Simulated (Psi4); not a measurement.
# SnS (SMILES [S][Sn]) at 5 levels

We compute a comparison of 5 runs (HF/STO-3G, BP86/3-21G, CAM-B3LYP/def2-TZVP, MP2/def2-TZVPP, CC3/def2-SVP) of SnS. 

The results are computed with Psi4 1.11.

4 further runs of the same task are left out: 1 that didn't finish, 3 set aside as unsound or not needed.

### 1 The structure to begin with

SnS has 2 atoms, charge 0, and is taken as a singlet. As SMILES, `[S][Sn]`. The bond length is the measured one.

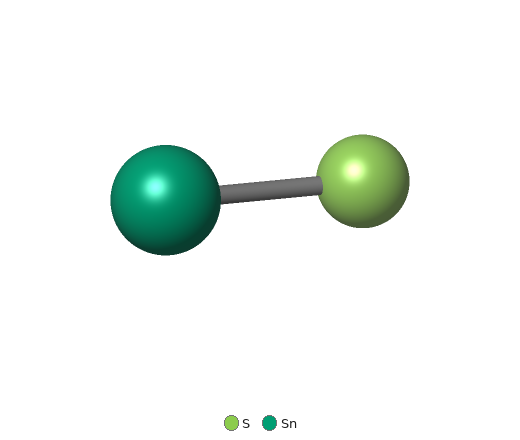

The structure, seen from a chosen angle (sulfur green, tin teal).

### 2 A single-point energy at HF/STO-3G (run 1)

Input file run.py:

```python
import psi4

psi4.set_memory('1600 MB')
psi4.set_num_threads(1)
psi4.set_output_file('ssn.out', False)

m = psi4.geometry("""
0 1
S      0.000000     0.000000     0.000000
Sn     0.000000     0.000000     2.209026
symmetry c1
no_reorient
no_com
""")

psi4.set_options(dict(basis='STO-3G', reference='rhf', puream=True, e_convergence=1e-09, d_convergence=1e-08, scf_type='pk'))

e = psi4.energy("hf", molecule=m)
print(f'hf energy: {e:.10f} Eh')
for k, v in sorted(psi4.core.scalar_variables().items()):
    print(f'{k:45s} {v:18.10f}')
```

Started as:

```
$ python run.py
```

ssn.out:

```text
[...]
  Running in c1 symmetry.
[...]
  Nuclear repulsion =  191.641822475606887
[...]
  Multiplicity = 1
[...]
  Nalpha       = 33
  Nbeta        = 33
[...]
    Number of basis functions: 36
[...]
   @RHF iter   1: -6355.67486265732441   -2.44549e+00   2.50595e-02 ADIIS/DIIS
[...]
   @RHF iter  11: -6356.44967227907000    2.72848e-12   1.93522e-09 DIIS
[...]
  @RHF Final Energy: -6356.44967227907000
   => Energetics <=
    Nuclear Repulsion Energy =            191.6418224756068867
    One-Electron Energy =               -9181.4216468978920602
    Two-Electron Energy =                2633.3301521432144909
    Total Energy =                      -6356.4496722790700005
[...]
 Multipole Moments:
 ------------------------------------------------------------------------------------
     Multipole            Electronic (a.u.)      Nuclear  (a.u.)        Total (a.u.)
 ------------------------------------------------------------------------------------
 L = 1.  Multiply by 2.5417464519 to convert [e a0] to [Debye]
 Dipole X            :         -0.0000000            0.0000000           -0.0000000
 Dipole Y            :         -0.0000000            0.0000000           -0.0000000
 Dipole Z            :       -207.9850199          208.7227072            0.7376873
 Magnitude           :                                                    0.7376873
[...]
```

The script printed:

```text
hf energy: -6356.4496722791 Eh
CURRENT ENERGY                                  -6356.4496722791
CURRENT REFERENCE ENERGY                        -6356.4496722791
DD SOLVATION ENERGY                                 0.0000000000
HF KINETIC ENERGY                                6351.2768843113
HF POTENTIAL ENERGY                            -12707.7265565904
HF TOTAL ENERGY                                 -6356.4496722791
HF VIRIAL RATIO                                     2.0008144485
NUCLEAR REPULSION ENERGY                          191.6418224756
ONE-ELECTRON ENERGY                             -9181.4216468979
PCM POLARIZATION ENERGY                             0.0000000000
PE ENERGY                                           0.0000000000
SCF ITERATION ENERGY                            -6356.4496722791
SCF ITERATIONS                                     11.0000000000
SCF TOTAL ENERGY                                -6356.4496722791
TWO-ELECTRON ENERGY                              2633.3301521432
```

It took 1.5 s on 1 thread of Intel Xeon Platinum 8488C (Sapphire Rapids), shared host; peak memory 0.18 GiB.

### 3 A single-point energy at BP86/3-21G (run 2)

Input file ssn.json:

```json
{
  "schema_name": "qcschema_input",
  "schema_version": 1,
  "molecule": {
    "schema_name": "qcschema_molecule",
    "schema_version": 2,
    "symbols": ["S", "Sn"],
    "geometry": [0.0, 0.0, 0.0, 0.0, 0.0, 4.17445414],
    "molecular_charge": 0,
    "molecular_multiplicity": 1,
    "fix_symmetry": "c1"
  },
  "driver": "energy",
  "model": {
    "method": "bp86",
    "basis": "3-21G"
  },
  "keywords": {
    "reference": "rks",
    "puream": true,
    "e_convergence": 1e-09,
    "d_convergence": 1e-08,
    "scf_type": "pk",
    "dft_radial_points": 99,
    "dft_spherical_points": 590
  }
}
```

Started as:

```
$ psi4 --qcschema ssn.json -n 1 --memory 1600MB
```

stdout:

```text
[...]
  Running in c1 symmetry.
[...]
  Nuclear repulsion =  191.641822659956205
[...]
  Multiplicity = 1
[...]
  Nalpha       = 33
  Nbeta        = 33
[...]
    Number of basis functions: 44
[...]
   @RKS iter   1: -6395.47340514606185   -2.66983e+00   1.06072e-02 DIIS/ADIIS
[...]
   @RKS iter  11: -6395.62720066469592   -4.54747e-12   4.69317e-10 DIIS
[...]
  @RKS Final Energy: -6395.62720066469592
   => Energetics <=
    Nuclear Repulsion Energy =            191.6418226599562047
    One-Electron Energy =               -9205.4411934444415238
    Two-Electron Energy =                2805.6008152997765137
    DFT Exchange-Correlation Energy =    -187.4286451799873134
    Empirical Dispersion Energy =           0.0000000000000000
    VV10 Nonlocal Energy =                  0.0000000000000000
    Total Energy =                      -6395.6272006646959198
[...]
 Multipole Moments:
 ------------------------------------------------------------------------------------
     Multipole            Electronic (a.u.)      Nuclear  (a.u.)        Total (a.u.)
 ------------------------------------------------------------------------------------
 L = 1.  Multiply by 2.5417464519 to convert [e a0] to [Debye]
 Dipole X            :          0.0000000            0.0000000            0.0000000
 Dipole Y            :         -0.0000000            0.0000000           -0.0000000
 Dipole Z            :         10.0654395           -8.7909730            1.2744665
 Magnitude           :                                                    1.2744665
[...]
```

The result, in JSON:

```text
{
 "driver": "energy",
 "model": {
  "method": "bp86",
  "basis": "3-21G"
 },
 "success": true,
 "return_result": -6395.627200664696,
 "properties": {
  "calcinfo_nbasis": 44,
  "calcinfo_nmo": 44,
  "calcinfo_nalpha": 33,
  "calcinfo_nbeta": 33,
  "calcinfo_natom": 2,
  "nuclear_repulsion_energy": 191.6418226599562,
  "return_energy": -6395.627200664696,
  "scf_one_electron_energy": -9205.441193444442,
  "scf_two_electron_energy": 2805.6008152997765,
  "scf_xc_energy": -187.4286451799873,
  "scf_dipole_moment": [2.3083773564465566e-13, -1.5864496409123375e-13, 1.2744665402450472],
  "scf_total_energy": -6395.627200664696,
  "scf_iterations": 11
 }
}
```

Run time: 2.8 s. Hardware: 1 thread of Intel Xeon Platinum 8488C (Sapphire Rapids), shared host; peak memory 0.3 GiB.

Run 3 isn't shown in full; the table further down has it.

### 4 A single-point energy at MP2/def2-TZVPP (density fitting, core potential, density fitting for correlation) (run 4)

Input file run.py:

```python
import psi4

psi4.set_memory('1600 MB')
psi4.set_num_threads(1)
psi4.set_output_file('psi4.out', False)

geom = psi4.geometry("""
0 1
S      0.000000     0.000000     0.000000
Sn     0.000000     0.000000     2.209026
""")

psi4.set_options({
    'basis': 'def2-TZVPP',
    'scf_type': 'disk_df',
    'num_frozen_docc': 9,
    'mp2_type': 'df',
})

energy_value = psi4.energy("mp2")
print(f'mp2 energy: {energy_value:.10f} Eh')
for k, v in sorted(psi4.core.scalar_variables().items()):
    print(f'{k:45s} {v:18.10f}')
```

Started as:

```
$ python run.py
```

psi4.out:

```text
[...]
    !!!  WARNING: ECP capability is in beta. Please check occupations closely.  !!!
[...]
  Running in c2v symmetry.
[...]
  Nuclear repulsion =   84.322401889267027
[...]
  Multiplicity = 1
[...]
  Nalpha       = 19
  Nbeta        = 19
[...]
    Number of basis functions: 92
[...]
 WARNING: Atomic UHF is not converging! Try casting from a smaller basis or call Rob at CCMST.
   -------------------------
[...]
   @DF-RHF iter   1:  -610.81343246162089   -1.59698e+00   1.00187e-02 ADIIS/DIIS
[...]
   @DF-RHF iter  13:  -610.93742850724902   -2.95586e-12   6.26721e-09 DIIS
[...]
  @DF-RHF Final Energy:  -610.93742850724902
   => Energetics <=
    Nuclear Repulsion Energy =             84.3224018892670273
    One-Electron Energy =               -1094.5792720173790258
    Two-Electron Energy =                 399.3194416208630741
    Total Energy =                       -610.9374285072490238
[...]
 Multipole Moments:
 ------------------------------------------------------------------------------------
     Multipole            Electronic (a.u.)      Nuclear  (a.u.)        Total (a.u.)
 ------------------------------------------------------------------------------------
 L = 1.  Multiply by 2.5417464519 to convert [e a0] to [Debye]
 Dipole X            :          0.0000000            0.0000000            0.0000000
 Dipole Y            :          0.0000000            0.0000000            0.0000000
 Dipole Z            :         35.0394989          -33.3971580            1.6423409
 Magnitude           :                                                    1.6423409
[...]
```

The script printed:

```text
mp2 energy: -611.4090812033 Eh
CURRENT CORRELATION ENERGY                         -0.4716526961
CURRENT ENERGY                                   -611.4090812033
CURRENT REFERENCE ENERGY                         -610.9374285072
CUSTOM SCS-MP2 CORRELATION ENERGY                  -0.4364951958
CUSTOM SCS-MP2 TOTAL ENERGY                      -611.3739237031
DD SOLVATION ENERGY                                 0.0000000000
HF KINETIC ENERGY                                 480.1746694570
HF POTENTIAL ENERGY                             -1091.1120979642
HF TOTAL ENERGY                                  -610.9374285072
HF VIRIAL RATIO                                     2.2723233177
MP2 CORRELATION ENERGY                             -0.4716526961
MP2 DOUBLES ENERGY                                 -0.4716526961
MP2 OPPOSITE-SPIN CORRELATION ENERGY               -0.3222434198
MP2 SAME-SPIN CORRELATION ENERGY                   -0.1494092763
MP2 SINGLES ENERGY                                 -0.0000000000
MP2 TOTAL ENERGY                                 -611.4090812033
NUCLEAR REPULSION ENERGY                           84.3224018893
ONE-ELECTRON ENERGY                             -1094.5792720174
PCM POLARIZATION ENERGY                             0.0000000000
PE ENERGY                                           0.0000000000
SCF ITERATION ENERGY                             -610.9374285072
SCF ITERATIONS                                     13.0000000000
SCF TOTAL ENERGY                                 -610.9374285072
SCS-MP2 CORRELATION ENERGY                         -0.4364951958
SCS-MP2 TOTAL ENERGY                             -611.3739237031
TWO-ELECTRON ENERGY                               399.3194416209
```

It took 2.2 s on 1 thread of Intel Xeon Platinum 8488C (Sapphire Rapids), shared host; peak memory 0.24 GiB.

### 5 A single-point energy at CC3/def2-SVP (core potential) (run 5)

Input file job.py:

```python
import psi4

psi4.set_memory(1600000000)
psi4.set_num_threads(1)
psi4.core.set_output_file('run.log', False)

m = psi4.geometry("""
0 1
S      0.000000     0.000000     0.000000
Sn     0.000000     0.000000     2.209026
units angstrom
""")

psi4.set_options({
    'scf_type': 'pk',
    'num_frozen_docc': 9,
})

E = psi4.energy("cc3/def2-SVP")
print('E =', round(E, 9))
for k, v in sorted(psi4.core.scalar_variables().items()):
    print(f'{k:45s} {v:18.10f}')
```

Started as:

```
$ python job.py
```

run.log:

```text
[...]
    !!!  WARNING: ECP capability is in beta. Please check occupations closely.  !!!
[...]
  Running in c2v symmetry.
[...]
  Nuclear repulsion =   84.322401889267027
[...]
  Multiplicity = 1
[...]
  Nalpha       = 19
  Nbeta        = 19
[...]
    Number of basis functions: 44
[...]
   @RHF iter   1:  -610.67415691544045   -1.77691e+00   1.44351e-02 ADIIS/DIIS
[...]
   @RHF iter  11:  -610.79111324258315   -1.61435e-11   7.81331e-09 DIIS
[...]
  @RHF Final Energy:  -610.79111324258315
   => Energetics <=
    Nuclear Repulsion Energy =             84.3224018892670273
    One-Electron Energy =               -1094.4027277682848762
    Two-Electron Energy =                 399.2892126364347405
    Total Energy =                       -610.7911132425831511
[...]
 Multipole Moments:
 ------------------------------------------------------------------------------------
     Multipole            Electronic (a.u.)      Nuclear  (a.u.)        Total (a.u.)
 ------------------------------------------------------------------------------------
 L = 1.  Multiply by 2.5417464519 to convert [e a0] to [Debye]
 Dipole X            :          0.0000000            0.0000000            0.0000000
 Dipole Y            :          0.0000000            0.0000000            0.0000000
 Dipole Z            :         34.9033441          -33.3971580            1.5061861
 Magnitude           :                                                    1.5061861
[...]
      * MP2 total energy                      = -611.006046519102142
[...]
```

On the terminal:

```text
E = -611.039256648
CC D1 DIAGNOSTIC                                    0.0733531714
CC D2 DIAGNOSTIC                                    0.2060552389
CC NEW D1 DIAGNOSTIC                                0.0733531714
CC T1 DIAGNOSTIC                                    0.0247283480
CC3 CORRELATION ENERGY                             -0.2481434050
CC3 TOTAL ENERGY                                 -611.0392566476
CURRENT CORRELATION ENERGY                         -0.2481434050
CURRENT ENERGY                                   -611.0392566476
CURRENT REFERENCE ENERGY                         -610.7911132426
DD SOLVATION ENERGY                                 0.0000000000
HF KINETIC ENERGY                                 480.0350894169
HF POTENTIAL ENERGY                             -1090.8262026595
HF TOTAL ENERGY                                  -610.7911132426
HF VIRIAL RATIO                                     2.2723884706
MP2 CORRELATION ENERGY                             -0.2149332765
MP2 DOUBLES ENERGY                                 -0.2149332765
MP2 OPPOSITE-SPIN CORRELATION ENERGY               -0.1566278428
MP2 SAME-SPIN CORRELATION ENERGY                   -0.0583054337
MP2 SINGLES ENERGY                                 -0.0000000000
MP2 TOTAL ENERGY                                 -611.0060465191
NUCLEAR REPULSION ENERGY                           84.3224018893
ONE-ELECTRON ENERGY                             -1094.4027277683
PCM POLARIZATION ENERGY                             0.0000000000
PE ENERGY                                           0.0000000000
SCF ITERATION ENERGY                             -610.7911132426
SCF ITERATIONS                                     11.0000000000
SCF TOTAL ENERGY                                 -610.7911132426
TWO-ELECTRON ENERGY                               399.2892126364
```

It took 8.1 s on 1 thread of Intel Xeon Platinum 8488C (Sapphire Rapids), shared host; peak memory 0.2 GiB.

### 6 All runs side by side

| run | level | integration grid | task | energy (Eh) | dipole moment (D) | HOMO energy (eV) | LUMO energy (eV) | wall time |
| --- | --- | --- | --- | --- | --- | --- | --- | --- |
| 1 | HF/STO-3G | – | energy | -6356.449672 | 1.88 | -5.38 | 5.07 | 1.5 s |
| 2 | BP86/3-21G | 99 radial × 590 angular | energy | -6395.627201 | 3.24 | -6.47 | -3.31 | 2.8 s |
| 3 | CAM-B3LYP/def2-TZVP (core potential) | 99 radial × 590 angular | gradient | -612.539438 | 3.60 | -8.49 | -1.58 | 16 s |
| 4 | MP2/def2-TZVPP (density fitting, core potential, density fitting for correlation) | – | energy | -611.409081 | – | -9.50 | 0.08 | 2.2 s |
| 5 | CC3/def2-SVP (core potential) | – | energy | -611.039257 | – | -9.43 | 0.32 | 8.1 s |

### 7 Results

| quantity | value |
| --- | --- |
| run 5: ground-state or mean-field energy | -611.03926 Eh |
| run 5: HOMO energy (Hartree–Fock orbitals) | -9.43 eV |
| run 5: LUMO energy (Hartree–Fock orbitals) | 0.32 eV |
| run 5: HOMO–LUMO gap (Hartree–Fock orbitals) | 9.75 eV |
| run 5: correlation energy (9 core orbitals frozen) | -248.1 mEh |
| run 5: T1 diagnostic | 0.025 |

What this shows: Over runs 1, 2, 3 the dipole moment (its size) runs from 1.88 D (HF/STO-3G) to 3.60 D (CAM-B3LYP/def2-TZVP). The two ends differ in method and basis and core potential. Over runs 1, 2, 3 the HOMO–LUMO gap runs from 3.16 eV (BP86/3-21G) to 10.45 eV (HF/STO-3G). The two ends differ in method and basis. Totals of different functionals can't be ranked against each other. Some runs of one species differ in core potentials or relativity; totals across that change don't compare. In run 1 the basis is minimal, so the values are rough. In runs 1, 2 relativity is left out where basis or elements ask for it. All runs together took 31 s, the longest 16 s.
